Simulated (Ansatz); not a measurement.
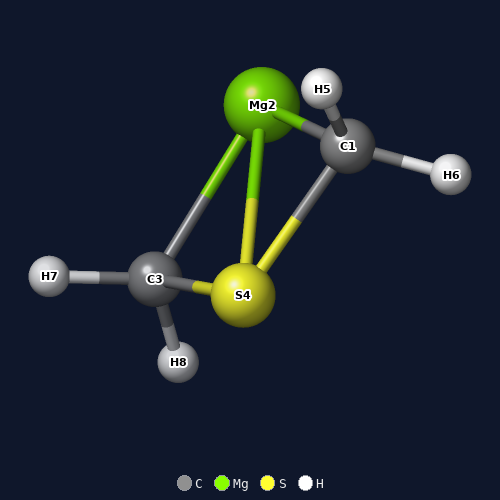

The system is C₂H₄MgS; the picture shows the reference structure. 
- Coordinates scanned: (1) bond length C3–H7; (2) bond length C3–H8.
- Nothing is relaxed (all other coordinates rigid).
- Grid: 15 × 15 points.
- Energies: kJ/mol, counted from the lowest grid point.
- The reference is spin-restricted, which grows unreliable where a bond is stretched far.
- Computed with RHF/def2-TZVP in Ansatz.

Its coordinates:

| atom | x (Å) | y (Å) | z (Å) |
| --- | --- | --- | --- |
| C | 0.1142 | 1.4496 | 0.0814 |
| Mg | -1.3392 | 0.1912 | -0.6874 |
| C | -0.1936 | -1.4383 | -0.1222 |
| S | 0.9584 | -0.1368 | 0.4920 |
| H | -0.0720 | 2.0097 | 0.9870 |
| H | 0.7366 | 2.0341 | -0.5814 |
| H | -0.5065 | -2.0670 | 0.6995 |
| H | 0.3022 | -2.0425 | -0.8689 |

Range: bond length C3–H7 from 0.886 to 1.621 Å; bond length C3–H8 from 0.951 to 1.351 Å.

Question: What landscape does the calculation give?

Answer: The lowest grid point is at bond length C3–H7 = 1.096 Å, bond length C3–H8 = 1.094 Å. No other kind of well shows on this grid. The highest grid point, bond length C3–H7 = 1.621 Å, bond length C3–H8 = 1.351 Å, lies 290 kJ/mol above the lowest. Round the minimum the contours are nearly round: the two directions are equally stiff and uncoupled.

```csv
"bond length C3–H8 ↓, bond length C3–H7 →",0.886,0.939,0.991,1.044,1.096,1.149,1.201,1.254,1.306,1.359,1.411,1.464,1.516,1.569,1.621
1.351,174,123,93,80,78,85,99,117,138,162,187,213,239,265,290
1.323,162,110,81,67,66,73,86,104,126,149,174,200,226,252,277
1.294,150,98,69,55,53,60,74,92,113,137,162,187,213,239,264
1.265,138,87,57,44,42,49,62,80,101,125,150,175,201,227,252
1.237,128,77,47,33,31,38,52,70,91,114,139,165,190,216,242
1.208,119,67,38,24,22,29,42,60,81,105,129,155,180,206,231
1.180,111,59,30,16,14,21,34,52,73,96,121,146,172,198,223
1.151,104,53,23,9,7,14,27,45,66,89,114,139,165,191,216
1.123,100,48,19,5,3,9,22,40,61,84,109,134,160,186,211
1.094,97,46,16,2,0,7,20,37,58,82,106,131,157,183,208
1.065,98,46,16,2,0,7,20,37,58,81,106,131,156,182,207
1.037,101,49,20,6,3,10,23,40,61,84,109,134,159,185,210
1.008,108,57,27,13,10,17,30,47,68,91,115,141,166,192,216
0.980,119,67,38,23,21,28,40,58,79,102,126,151,176,202,227
0.951,136,84,54,40,37,44,57,74,95,118,142,167,192,218,243
```

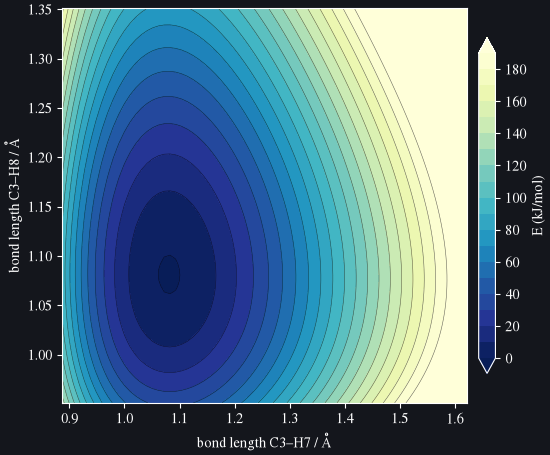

In the figure: filled contours, one colour for all values above the top of the scale. Between grid points the surface is interpolated.

The whole map (225 points run) took 28 min on 1 thread of Arm Neoverse N1, with other jobs on the host.
